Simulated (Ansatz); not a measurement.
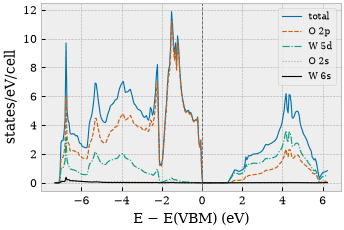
Total and projected density of states of WO₃ in space group Cmcm (No. 63; W on 4c, O on 4b, O on 8g), LDA in the plane-wave PAW code Ansatz

### Question
Which orbitals carry the states next to the gap?

### Answer
Top 1 eV of the valence band: O 2p 98 %. Bottom 1 eV of the conduction band: W 5d 76 %, O 2p 22 %. Projections are on Löwdin-orthogonalised atomic valence shells; empty p or d shells of many metals are not among them.

### Question
Where is the tallest occupied peak in this window, and what makes it?

### Answer
Near -1.5 eV, about 12 states/eV per cell; the largest projected share is O 2p.

The first step of the workflow began from a Materials Project structure, measured or hypothetical; the Crystallography Open Database copy checked does not list it. COD files the formula under space group No. 2, 14, 62, 129, 130, 191, so this cell is another polymorph or a model. Whether it is the stable phase at ambient conditions was not checked. The cell was relaxed with LDA under the symmetry of its start; phonons on a q-mesh show weakly imaginary modes. The run is not spin-polarised. No Hubbard U is applied. Spin–orbit coupling is left out wherever it is not named.

Potentials: the later of the program's two PAW sets.
